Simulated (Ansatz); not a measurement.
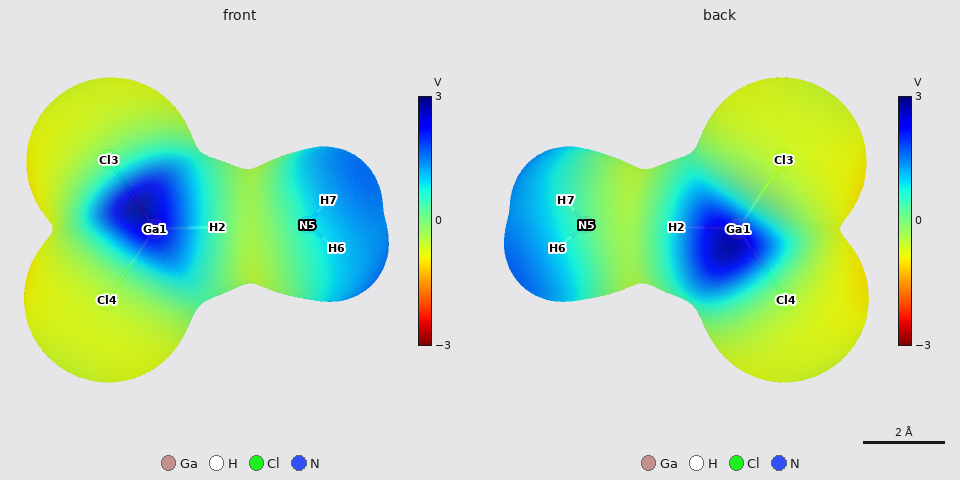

The picture shows: Cl$_{2}$GaH···NH$_{2}$ (doublet). The electrostatic potential painted on the density surface at 0.001 e/bohr³, seen from the front and from behind; the colour scale runs from red (negative) to blue (positive).

Not at a stationary point (largest force 0.6 eV/Å).

The calculation used UHF/def2-SVP (Ansatz).

```xyz
7

Ga    0.0000    0.0000   -0.2555
H     0.0000    0.0000    1.3081
Cl    1.8054    0.0103   -1.4365
Cl   -1.8054   -0.0103   -1.4365
N     0.0000    0.0000    3.5825
H    -0.4483   -0.6592    4.2090
H     0.4483    0.6592    4.2090
```

**Where is the surface potential most negative and most positive?**

The most negative region (about −0.9 V) lies over Cl3 and Cl4, the most positive (about +2.7 V) over Ga1.
